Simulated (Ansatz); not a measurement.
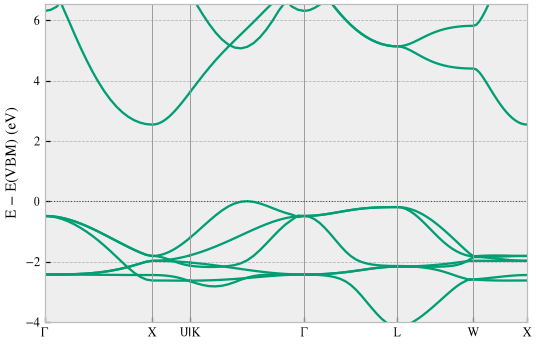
Band structure from PBEsol in the plane-wave PAW code Ansatz

### Question
Read off the gap and where the band edges lie.

### Answer
About 2.5 eV (2.54 eV by a search for the band edges); maximum on the K–Γ line, 49 % of the way from K, minimum at X.

The material is Li2H6Pt in space group Fm-3m (No. 225; Li on 8c, H on 24e, Pt on 4a).

The workflow started from a Materials Project entry (that database holds measured and hypothetical structures alike); the Crystallography Open Database copy checked does not list it. Whether it is the stable phase at ambient conditions was not checked. The cell was relaxed with PBEsol under the symmetry of its start; of distortions, only those at the zone centre were tested. The run is not spin-polarised. Spin–orbit coupling is left out wherever it is not named.

Potentials: the later of the program's two PAW sets.
